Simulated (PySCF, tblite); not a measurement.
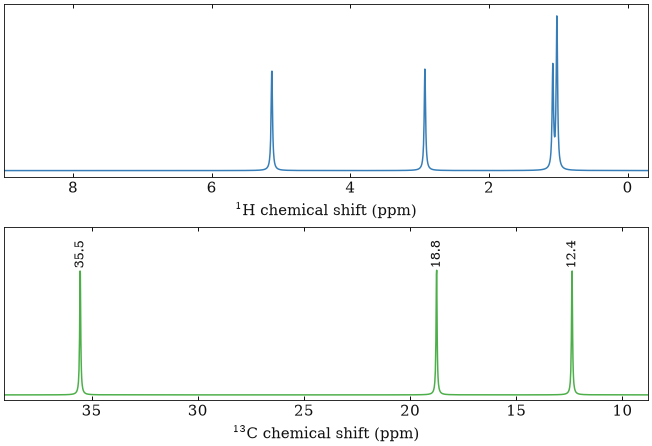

GIAO shifts, PBE0/pcSseg-1 with PySCF 2.14.0, at a GFN2-xTB geometry (a minimum by its frequencies), against TMS for ¹H and TMS for ¹³C computed at the same level. Gas phase, fully decoupled, line heights follow the number of nuclei, widths are arbitrary (no quadrupolar broadening); values of one conformer, averaged over nuclei that symmetry, rotation about single bonds or ring flips exchange, these motions taken as fast; other conformers aren't averaged in.

Which structure fits the spectrum?
A. C₄H₁₀SSi, SMILES CC[SiH]1CSC1
B. C₃H₉BSSi, SMILES CB1C[SiH2]SC1

Answer. Option B. Its ¹H signals: 5.13 (2 H), 2.92 (2 H), 1.08 (2 H), 1.02 (3 H) ppm. Its ¹³C signals: 35.5 (1 C), 18.8 (1 C), 12.4 (1 C) ppm.

Note: the tight-binding geometry is rougher than a DFT one and adds to the error.
